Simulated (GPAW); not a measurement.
**N/Ru(0001) in an electric field**

How does N/Ru(0001) screen a perpendicular field?

Main program and level: GPAW 26.7.0; GPAW, PAW setups; slab in vacuum, relaxation, in the first sound run; inputs show where later runs differ.

## Step 1: Set-up

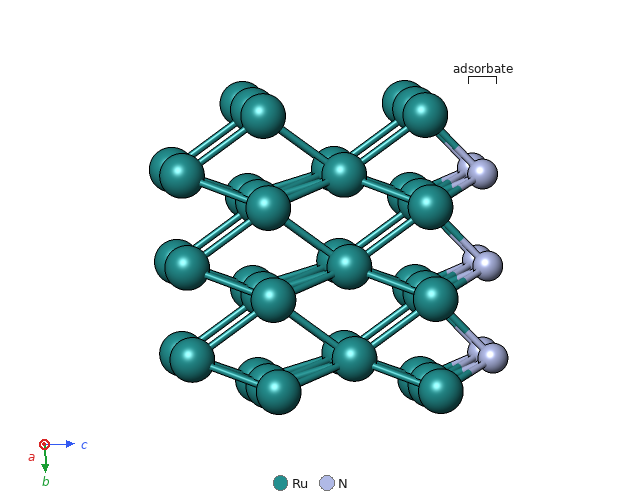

The starting structure, seen from the side, with the c axis across the page (ruthenium teal, nitrogen light blue). 2×3×1 cells are drawn. Bonds to atoms that aren't drawn are left out. Some periodic images of atoms are drawn too.

The cell holds 5 atoms: 4 Ru and 1 N. Its edges and angles: a = 2.700 Å, b = 2.700 Å, c = 25.925 Å, α = 90.0°, β = 90.0°, γ = 60.0°. Vacuum lies along c.

Structure file:

```
Ru N
1.0
     2.70000    0.00000    0.00000
     1.35000    2.33827    0.00000
     0.00000    0.00000   25.92480
Ru N
4 1
Direct
  0.66667 0.66667 0.34716
  0.00000 0.00000 0.42964
  0.66667 0.66667 0.51213
  0.00000 0.00000 0.59461
  0.66667 0.66667 0.65284
```

## Step 2: Relaxation

Forces are removed first; all later runs use this geometry. The lowest 2 atoms are held at bulk positions and keep their forces.

run.py reads:

```python
import json
import numpy as np
from ase import Atoms
from ase.constraints import FixAtoms
from ase.optimize import BFGS
from gpaw import GPAW, PW

slab = Atoms(
    ['Ru', 'Ru', 'Ru', 'Ru', 'N'],
    positions=[
        [2.70000, 1.55885, 9.00000],
        [0.00000, 0.00000, 11.13840],
        [2.70000, 1.55885, 13.27680],
        [0.00000, 0.00000, 15.41520],
        [2.70000, 1.55885, 16.92480]],
    cell=[[2.7, 0.0, 0.0], [1.35, 2.33827, 0.0], [0.0, 0.0, 25.9248]],
    pbc=[True, True, False])

slab.calc = GPAW(mode=PW(500), xc='PBE', kpts={'size': (13, 13, 1), 'gamma': True},
                 occupations={'name': 'fermi-dirac', 'width': 0.1}, nbands='160%',
                 convergence={'density': 1e-05}, maxiter=200,
                 poissonsolver={'dipolelayer': 'xy'},
                 symmetry={'tolerance': 1e-3, 'extra_ids': [1, 1, 0, 0, 0]}, txt='slab.txt')
result = {}
slab.set_constraint(FixAtoms([0, 1]))
path = []
opt = BFGS(slab, maxstep=0.2)
opt.attach(lambda: path.append((slab.get_potential_energy(), slab.positions.tolist(), slab.get_forces().tolist())))
result['relaxed'] = bool(opt.run(fmax=0.03, steps=40))
result['path'] = path
energy = slab.get_potential_energy()
fermi = slab.calc.get_fermi_level()
v = slab.calc.get_electrostatic_potential().mean((0, 1)) - fermi
n = slab.calc.get_pseudo_density().mean((0, 1))
L = slab.cell[2, 2]
z = np.arange(len(v)) * L / len(v)
low, high = slab.positions[:, 2].min(), slab.positions[:, 2].max()
below, above = np.interp([low - 6.8, high + 6.8], z, v)
slopes = [np.interp(x, z, np.gradient(v, z)) for x in (low - 6.8, high + 6.8)]
eps = np.array([[slab.calc.get_eigenvalues(k, s) for k in range(len(slab.calc.get_ibz_k_points()))]
                for s in range(slab.calc.get_number_of_spins())]) - fermi
top, bottom = eps[eps < 0].max(), eps[eps > 0].min()
dipole = slab.get_dipole_moment()[2]
print(f'energy {energy:.4f} eV, Fermi level {fermi:.4f} eV, dipole {dipole:.5f} e A')
print(f'potential 6.8 A off the faces, from the Fermi level: lower {below:.4f} eV, upper {above:.4f} eV')
print(f'slope of the potential there: lower {slopes[0]:.5f}, upper {slopes[1]:.5f} eV/A')
print(f'nearest levels on the mesh: {top:.4f} and {bottom:.4f} eV')
print('magnetic moment', round(slab.get_magnetic_moment(), 3))
result.update(energy=energy, fermi=fermi, dipole=dipole, below=below, above=above, slopes=slopes, edges=[top, bottom],
              z=z.tolist(), v=v.tolist(), n=n.tolist(), positions=slab.positions.tolist(),
              forces=slab.get_forces(apply_constraint=False).tolist(), moments=slab.get_magnetic_moments().tolist())
json.dump(result, open('result.json', 'w'))
```

Started as:

```
$ OMP_NUM_THREADS=1 OPENBLAS_NUM_THREADS=1 python run.py
```

Log:

```text
Step          Energy          fmax
BFGS:    0      -42.594605        4.708689
BFGS:    1      -43.046955        2.771689
BFGS:    2      -43.256991        0.409615
BFGS:    3      -43.260875        0.205199
BFGS:    4      -43.261831        0.151666
BFGS:    5      -43.263323        0.106453
BFGS:    6      -43.263598        0.061180
BFGS:    7      -43.263691        0.035625
BFGS:    8      -43.263781        0.052591
BFGS:    9      -43.263952        0.078706
BFGS:   10      -43.264120        0.098755
BFGS:   11      -43.264345        0.062647
BFGS:   12      -43.264459        0.014316
energy -43.1752 eV, Fermi level 1.0031 eV, dipole -0.07413 e A
potential 6.8 A off the faces, from the Fermi level: lower 5.0409 eV, upper 7.1614 eV
slope of the potential there: lower -0.00063, upper 0.00022 eV/A
nearest levels on the mesh: -0.0095 and 0.0231 eV
magnetic moment 0.0
```

Wall time 28 min (1 thread of Arm Neoverse V1, shared host); peak memory 0.28 GiB.

Relaxation path:

```csv
step,energy less that of the first step (eV),largest force (eV/Å)
1,0.0000,4.7087
2,-0.4521,2.7717
3,-0.6501,0.4096
4,-0.6542,0.2052
5,-0.6551,0.1517
6,-0.6560,0.1065
7,-0.6560,0.0612
8,-0.6560,0.0356
9,-0.6560,0.0526
10,-0.6561,0.0787
11,-0.6563,0.0988
12,-0.6567,0.0626
13,-0.6570,0.0143
```

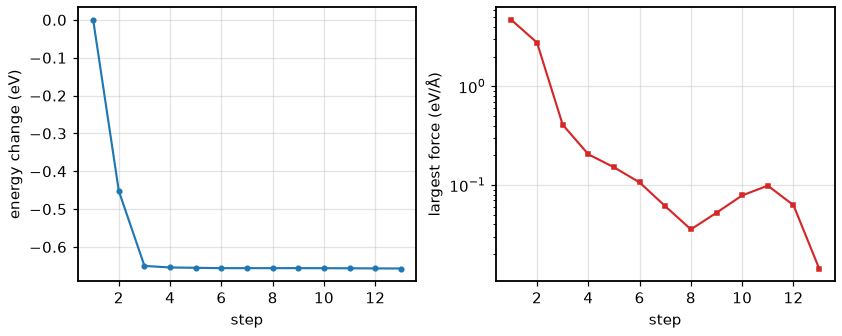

Energy and largest force along the relaxation.

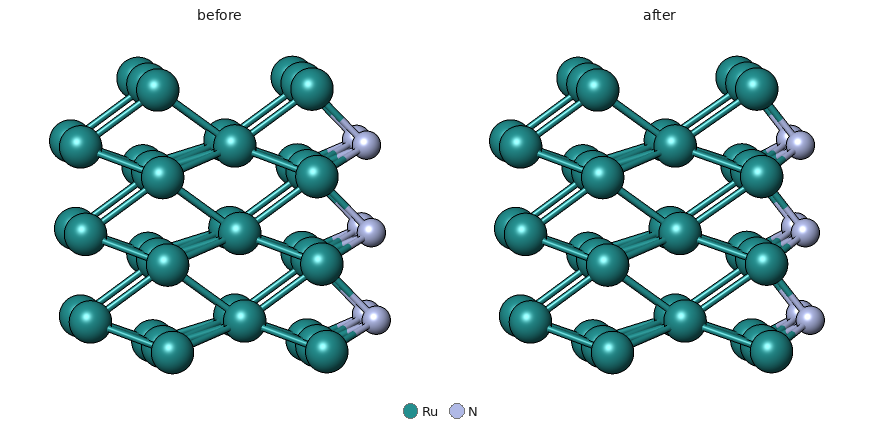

The structure before and after the relaxation, drawn at the same scale. Bonds to atoms that aren't drawn are left out.

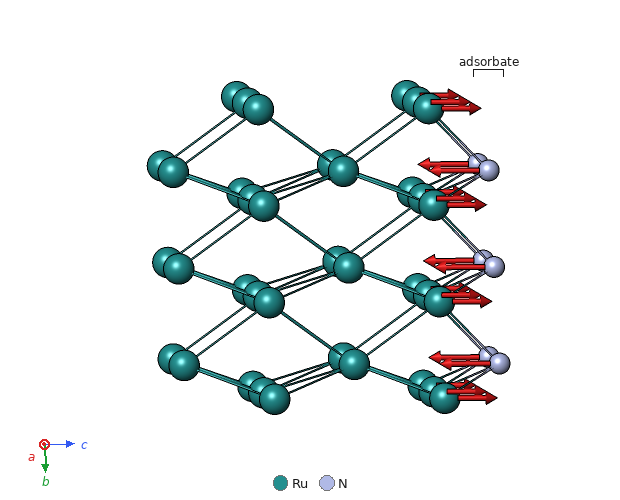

Displacements in the relaxation, exaggerated; the longest in the cell stands for 0.17 Å. Bonds to atoms that aren't drawn are left out. 2×3×1 cells are drawn. Some periodic images of atoms are drawn too.

The atoms that moved most (Å):

```csv
atom,dx,dy,dz,length
N5,0.000,0.000,-0.168,0.168
Ru4,0.000,0.000,0.131,0.131
Ru3,0.000,0.000,0.010,0.010
```

Final coordinates:

```xyz
5
Lattice="2.7000 0.0000 0.0000 1.3500 2.3383 0.0000 0.0000 0.0000 25.9248" Properties=species:S:1:pos:R:3
Ru    2.7000    1.5589    9.0000
Ru    0.0000    0.0000   11.1384
Ru    2.7000    1.5589   13.2867
Ru    0.0000    0.0000   15.5464
N     2.7000    1.5589   16.7573
```

This step gave:

- dipole along the normal: -0.07413 e·Å
- levels nearest the Fermi level on the mesh: -0.009501, 0.02305 eV from the Fermi level
- upper work function: 7.161 eV
- lower work function: 5.041 eV

The electrostatic potential energy of an electron (without an applied field's), less the Fermi level, planar mean oscillates, so the rows of the table below give means over windows of 2.11 Å about each position, cut where the curve ends. Its maxima inside the range that stand out by 2 % of the span (Å: eV): 10.1: -1.86, 12.2: -1.90, 14.4: -1.11, 16.3: -9.61, 22.9: 7.16. Its minima: 9.0: -28.0, 11.1: -28.5, 13.3: -28.2, 15.6: -29.3, 16.7: -15.1.

Electrostatic potential energy of an electron (without an applied field's), less the Fermi level, planar mean against z; means over each step:

```csv
z (Å),"electrostatic potential energy of an electron (without an applied field's), less the Fermi level, planar mean (eV)"
1.05,5.14
3.17,5.04
5.28,5.02
7.39,2.09
9.50,-13.4
11.61,-13.6
13.72,-13.2
15.83,-17.1
17.94,4.29
20.05,7.16
22.16,7.16
24.27,7.16
```

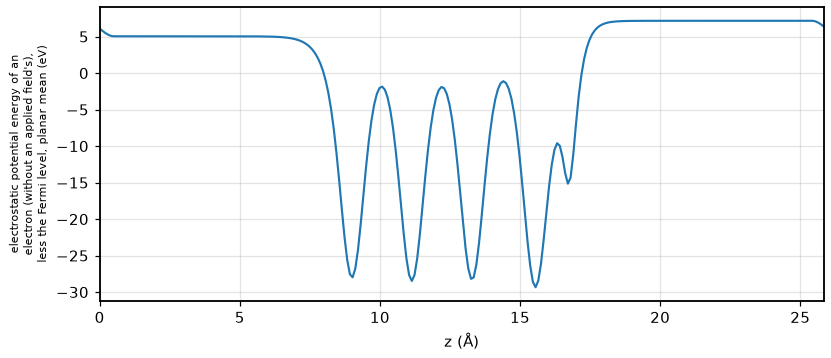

Electrostatic potential energy of an electron (without an applied field's), less the Fermi level, planar mean, plotted against z.

The pseudo valence density, planar mean oscillates, so the rows of the table below give means over windows of 2.11 Å about each position, cut where the curve ends. Its maxima inside the range that stand out by 2 % of the span (Å: e/Å³): 9.0: 2.67, 11.1: 2.68, 13.3: 2.66, 15.6: 2.68. Its minima: 10.0: 0.383, 12.3: 0.373, 14.4: 0.316.

Table of pseudo valence density, planar mean by z; means over each step:

```csv
z (Å),"pseudo valence density, planar mean (e/Å³)"
3.17,2.8e-6
5.28,5.2e-4
7.39,0.125
9.50,1.19
11.61,1.19
13.72,1.16
15.83,1.35
17.94,0.166
20.05,1.2e-4
```

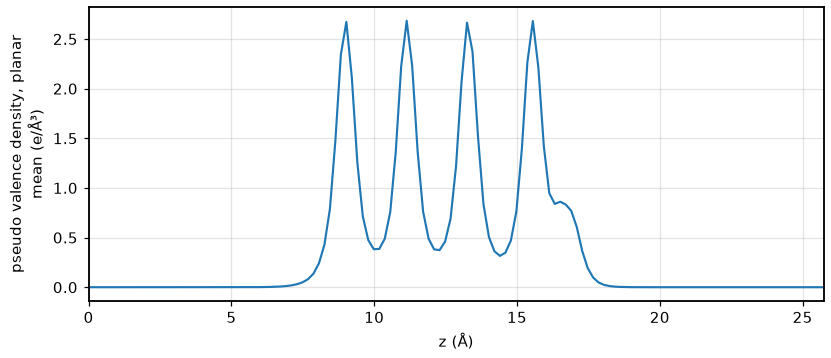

Pseudo valence density, planar mean against z.

The relaxation lowered the energy of the cell by 0.657 eV (energies extrapolated to zero smearing; the optimiser's log prints free energies). The largest force left on a free atom is 0.014 eV/Å.

## Step 3: Plane waves, PBE

With the geometry fixed, the planar mean of the potential gives the vacuum level on each side.

This step: GPAW, PAW setups; slab in vacuum (GPAW 26.7.0).

run.py, as its differences from that of step 2:

```diff
@@ -3,4 +3,2 @@
 from ase import Atoms
-from ase.constraints import FixAtoms
-from ase.optimize import BFGS
 from gpaw import GPAW, PW
@@ -12,5 +10,5 @@
         [0.00000, 0.00000, 11.13840],
-        [2.70000, 1.55885, 13.27680],
-        [0.00000, 0.00000, 15.41520],
-        [2.70000, 1.55885, 16.92480]],
+        [2.70000, 1.55885, 13.28674],
+        [-0.00000, 0.00000, 15.54638],
+        [2.70000, 1.55885, 16.75725]],
     cell=[[2.7, 0.0, 0.0], [1.35, 2.33827, 0.0], [0.0, 0.0, 25.9248]],
@@ -22,10 +20,4 @@
                  poissonsolver={'dipolelayer': 'xy'},
-                 symmetry={'tolerance': 1e-3, 'extra_ids': [1, 1, 0, 0, 0]}, txt='slab.txt')
+                 symmetry={'tolerance': 1e-3}, txt='slab.txt')
 result = {}
-slab.set_constraint(FixAtoms([0, 1]))
-path = []
-opt = BFGS(slab, maxstep=0.2)
-opt.attach(lambda: path.append((slab.get_potential_energy(), slab.positions.tolist(), slab.get_forces().tolist())))
-result['relaxed'] = bool(opt.run(fmax=0.03, steps=40))
-result['path'] = path
 energy = slab.get_potential_energy()
```

Log:

```text
energy -43.1752 eV, Fermi level 1.0032 eV, dipole -0.07443 e A
potential 6.8 A off the faces, from the Fermi level: lower 5.0406 eV, upper 7.1608 eV
slope of the potential there: lower -0.00057, upper 0.00015 eV/A
nearest levels on the mesh: -0.0095 and 0.0230 eV
magnetic moment 0.0
```

Elapsed: 2.9 min, on 1 thread; peak memory 0.27 GiB.

This step gave:

| Item | Value |
| --- | --- |
| dipole along the normal | -0.07443 e·Å |
| levels nearest the Fermi level on the mesh | -0.009521, 0.02305 eV from the Fermi level |

The electrostatic potential energy of an electron (without an applied field's), less the Fermi level, planar mean oscillates, so the rows of the table below give means over windows of 2.11 Å about each position, cut where the curve ends. Its maxima inside the range that stand out by 2 % of the span (Å: eV): 10.1: -1.86, 12.2: -1.90, 14.4: -1.11, 16.3: -9.61, 22.5: 7.16. Its minima: 9.0: -28.0, 11.1: -28.5, 13.3: -28.2, 15.6: -29.3, 16.7: -15.1.

Table of electrostatic potential energy of an electron (without an applied field's), less the Fermi level, planar mean by z; means over each step:

(Unchanged from step 2.)

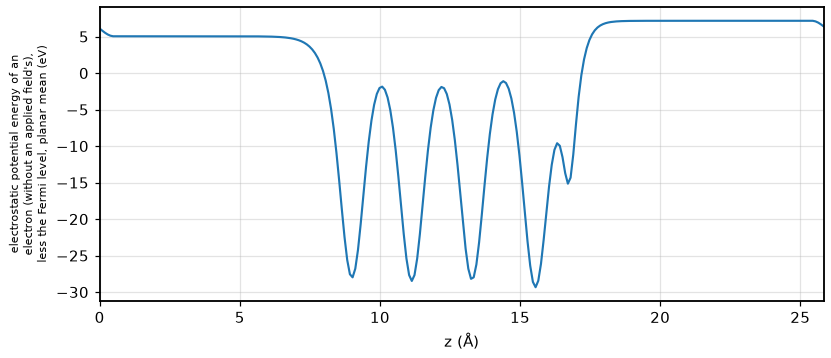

Electrostatic potential energy of an electron (without an applied field's), less the Fermi level, planar mean against z.

The pseudo valence density, planar mean oscillates, so the rows of the table below give means over windows of 2.11 Å about each position, cut where the curve ends. Its maxima inside the range that stand out by 2 % of the span (Å: e/Å³): 9.0: 2.67, 11.1: 2.68, 13.3: 2.66, 15.6: 2.68. Its minima: 10.0: 0.383, 12.3: 0.373, 14.4: 0.316.

Pseudo valence density, planar mean against z; means over each step:

```csv
z (Å),"pseudo valence density, planar mean (e/Å³)"
3.17,2.8e-6
5.28,5.2e-4
7.39,0.125
9.50,1.19
11.61,1.19
13.72,1.16
15.83,1.35
17.94,0.166
20.05,1.2e-4
```

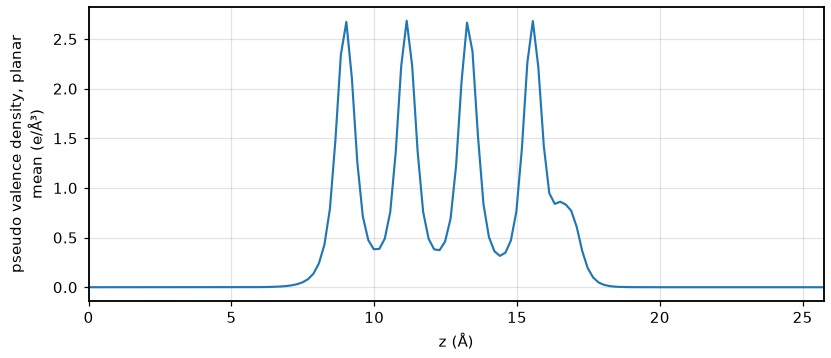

Pseudo valence density, planar mean against z.

Force by atom:

```csv
atom,x (eV/Å),y (eV/Å),z (eV/Å),size
Ru1,0.000,0.000,0.713,0.713
Ru2,0.000,0.000,-0.771,0.771
Ru3,0.000,0.000,0.000,0.000
Ru4,0.000,0.000,-0.015,0.015
N5,0.000,0.000,0.004,0.004
```

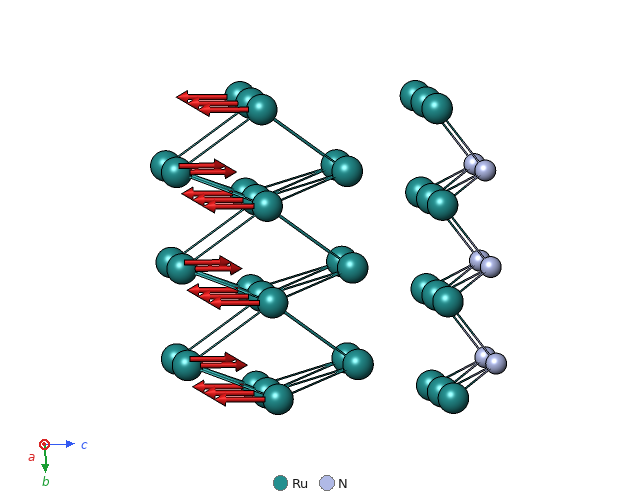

Force as arrows, the longest 0.771 eV/Å. Bonds to atoms that aren't drawn are left out. 2×3×1 cells are drawn. Some periodic images of atoms are drawn too.

The potential is flat to 5.7e-4 eV/Å where it is read, so the vacuum is wide enough.

## Step 4: In a field

A uniform field along the normal polarises the slab; the atoms stay fixed, so this is the electronic response alone.

run.py, as its differences from that of step 3:

```diff
@@ -4,2 +4,3 @@
 from gpaw import GPAW, PW
+from gpaw.external import ConstantElectricField
 
@@ -20,2 +21,3 @@
                  poissonsolver={'dipolelayer': 'xy'},
+                 external=ConstantElectricField(-0.2, [0, 0, 1]),
                  symmetry={'tolerance': 1e-3}, txt='slab.txt')
```

Log:

```text
energy -43.1971 eV, Fermi level 1.0715 eV, dipole -0.14657 e A
potential 6.8 A off the faces, from the Fermi level: lower 3.8853 eV, upper 8.0880 eV
slope of the potential there: lower -0.00058, upper 0.00014 eV/A
nearest levels on the mesh: -0.0086 and 0.0240 eV
magnetic moment 0.0
```

Run time: 14 min. Hardware: 1 thread; peak memory 0.64 GiB.

Numbers from this step:

* dipole along the normal: -0.1466 e·Å
* levels nearest the Fermi level on the mesh: -0.008599, 0.02403 eV from the Fermi level
* potential below the slab, the applied field's own ramp left out: 3.885 eV from the Fermi level
* potential above the slab, the applied field's own ramp left out: 8.088 eV from the Fermi level

The electrostatic potential energy of an electron (without an applied field's), less the Fermi level, planar mean oscillates, so the rows of the table below give means over windows of 2 Å about each position, cut where the curve ends. Its maxima inside the range that stand out by 2 % of the span (Å: eV): 10.1: -2.43, 12.2: -2.06, 14.4: -0.823, 16.3: -8.93, 22.5: 8.09. Its minima: 9.0: -28.8, 11.1: -28.8, 13.3: -28.1, 15.6: -28.8, 16.7: -14.4.

Electrostatic potential energy of an electron (without an applied field's), less the Fermi level, planar mean against z; means over each step:

```csv
z (Å),"electrostatic potential energy of an electron (without an applied field's), less the Fermi level, planar mean (eV)"
0,4.28
2,3.89
4,3.88
6,3.81
8,-6.26
10,-13.1
12,-12.9
14,-12.1
16,-17.1
18,6.02
20,8.09
22,8.09
24,8.09
```

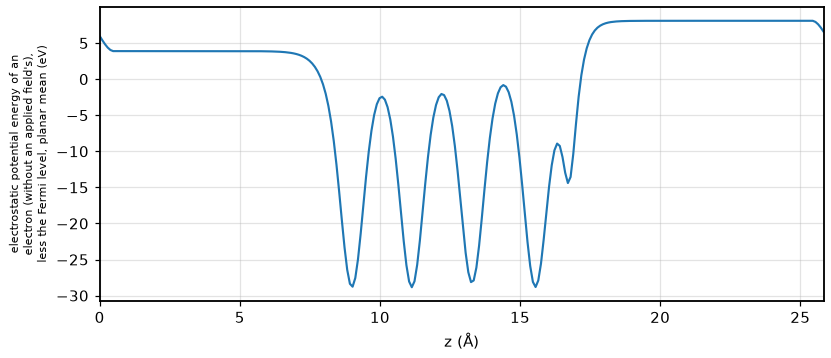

Electrostatic potential energy of an electron (without an applied field's), less the Fermi level, planar mean against z.

Force by atom:

```csv
atom,x (eV/Å),y (eV/Å),z (eV/Å),size
Ru1,0.000,0.000,0.718,0.718
Ru2,0.000,0.000,-0.777,0.777
Ru3,0.000,0.000,0.005,0.005
Ru4,0.000,0.000,-0.054,0.054
N5,-0.001,-0.001,0.047,0.047
```

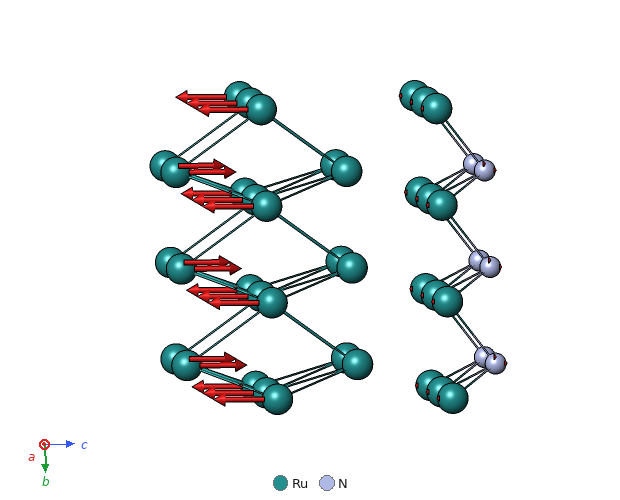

Force as arrows, the longest 0.777 eV/Å. Bonds to atoms that aren't drawn are left out. 2×3×1 cells are drawn. Some periodic images of atoms are drawn too.

The dipole is now -0.147 e Å, against -0.074 in the run without a field.

(Part 1 of 2 ends here.)

[Logs are printed without paths, hosts, clocks, repeated set-up lines and the standing remarks that a program may print on its own settings, such as how far it seeks lower states.]

[Hosts, paths, dates, database ids (printed as entryN), source tags and the programs' standing remarks are cut or masked in the printed files.]
